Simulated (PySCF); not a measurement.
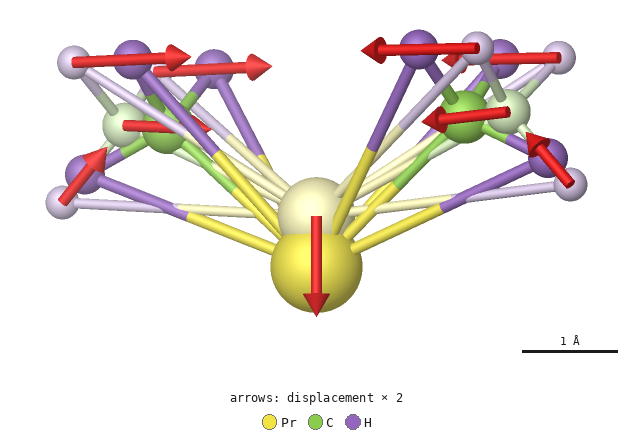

A relaxation of C2H6Pr (charge +1). The starting structure is drawn faded, the final one solid; red arrows show the displacements, 2 times their true length. The two geometries are superimposed by the best rigid fit.

The picture is a ball-and-stick view, seen at a tilt.

Theory: RKS PBE0, Pr lcecp-1-SVP with ECP48, C def2-SVP, H def2-SVP; non-relativistic Hamiltonian with scalar-relativistic core potentials; density fitting (PySCF). Set-up: symmetry kept (C2v).

What happened in the run?

Over 14 geometry steps the energy falls by 0.580 eV. Largest force component: 2.1 eV/Å at the start, 0.0093 eV/Å at the end. The largest moves after the best rigid fit, 0.71 Å, are those of H atoms. Largest moves by element: H 0.71 Å, Pr 0.53 Å, C 0.52 Å. Among the contacts that change: C–Pr 2.522 → 2.344 Å, H–Pr 3.063 → 2.920 Å, H–Pr 3.063 → 2.979 Å, C–H 1.090 → 1.108 Å. Among the angles between lasting bonds that change: C–Pr–C 131.8° → 98.8°, Pr–C–H 109.5° → 114.6°, H–C–H 109.5° → 106.1°.
